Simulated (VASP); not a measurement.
Band structure of Se (space group Pm-3m). Computed with r2SCAN meta-GGA, VASP's PBE PAW potentials (set 64) (plane waves; VASP 6.6.1).

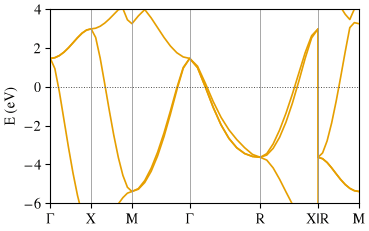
Figure. Bands along high-symmetry lines, zero at the valence-band maximum or, without a gap, the Fermi level

Question: Read the plot: is there a gap, and where are the band edges?

Answer: It has no gap at this level: it comes out as a metal or semimetal.

The structure comes from a computed database's Se entry (Pm-3m); how it stands against other phases isn't given here. It was relaxed first.
